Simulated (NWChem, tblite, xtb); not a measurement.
A ladder of methods for ZnAlH3O (SMILES [OH][AlH][ZnH])

The species is ZnAlH3O (6 atoms), meant as a singlet with charge 0. As SMILES, `[OH][AlH][ZnH]`. Geometry: a GFN2-xTB relaxation, a rough one for these elements and not checked as a minimum. This is one conformer, not always the lowest.

| atom | x (Å) | y (Å) | z (Å) |
| --- | --- | --- | --- |
| O | -1.3409 | -0.5586 | -0.7691 |
| Al | -0.1085 | 0.5217 | -0.5808 |
| Zn | 1.3669 | 0.0057 | 1.3224 |
| H | -2.0779 | -1.1261 | -0.9627 |
| H | -0.0089 | 1.6977 | -1.6092 |
| H | 2.1694 | -0.5403 | 2.5995 |

Quantity: the dipole moment, in D. The values are calculated.

| level | kind | program | value (D) | CPU time |
| --- | --- | --- | --- | --- |
| GFN2-xTB | semi-empirical | xtb | 1.40 | under 2 s |
| GFN1-xTB | semi-empirical | tblite | 0.75 | under 2 s |
| GFN0-xTB | semi-empirical | xtb | 1.83 | under 2 s |
| IPEA1-xTB | semi-empirical | tblite | 0.52 | under 2 s |
| HF/3-21G | Hartree–Fock | NWChem | 1.31 | 3.5 s |
| HF/6-31G | Hartree–Fock | NWChem | 0.87 | 15 s |
| HF/def2-SVP | Hartree–Fock | NWChem | 1.08 | 11 s |
| HF/6-31G** (spherical functions) | Hartree–Fock | NWChem | 1.24 | 24 s |
| PBE0/6-31G* (spherical functions) | global hybrid | NWChem | 1.38 | 24 s |
| PBE0/def2-SVP | global hybrid | NWChem | 1.28 | 14 s |

The values span 0.52 to 1.83 D. Magnitudes only. Sets without polarisation functions give poor dipoles. CPU times are rough (shared hosts, several kinds of processor and program).

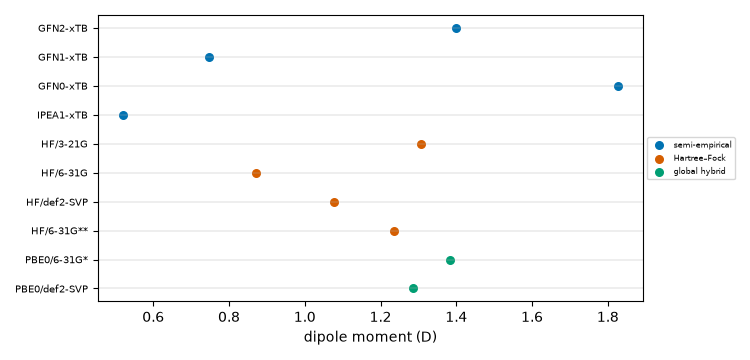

The values of the table, level by level.
